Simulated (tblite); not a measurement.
# CH10BNPSi2: the cost of one run

The runs use tblite 0.8.0 and PySCF 2.14.0, with density-fitted response routines of our own; the level of theory stands in each step. All values are computed, except where a source is named. Atoms are numbered from 0 throughout.

## (1) The starting structure

16 atoms, charge 0, multiplicity 2; geometry from: force field or distance geometry start.

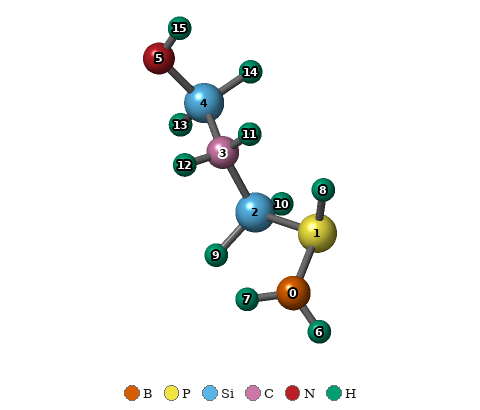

The starting geometry (boron orange, phosphorus yellow, silicon blue, carbon pink, nitrogen red, hydrogen teal), atoms numbered.

## (2) Relaxing the molecule with GFN2-xTB

Job settings and geometry (Å):

```
{"job": {"kind": "relax", "xc": "GFN2-xTB", "basis": "xTB"}, "charge": 0, "multiplicity": 2}
B      3.667800    -0.170200     0.618100
P      2.252300    -0.187800    -0.732900
Si     0.412800    -1.054000     0.153200
C     -0.709300     0.384800     0.500500
Si    -2.500800     0.078900     0.170900
N     -3.406500     1.406300     0.978900
H      4.656100    -0.772400     0.375900
H      3.309000    -0.183900     1.751700
H      2.004700     1.206800    -1.053600
H      0.705800    -1.768500     1.411800
H     -0.130300    -1.991600    -0.825500
H     -0.372700     1.232900    -0.121100
H     -0.629100     0.639900     1.601300
H     -2.988800    -1.212400     0.634700
H     -2.780600     0.184100    -1.272500
H     -3.498100     2.216100     0.332200
```

On the command line:

```console
> OMP_NUM_THREADS=1 python probes_run.py task.json out
```

This one command runs all jobs of the session in turn.

Q: Estimate the wall time of this first job on 1 thread of Arm Neoverse V2, shared host.

About 1.8 s.
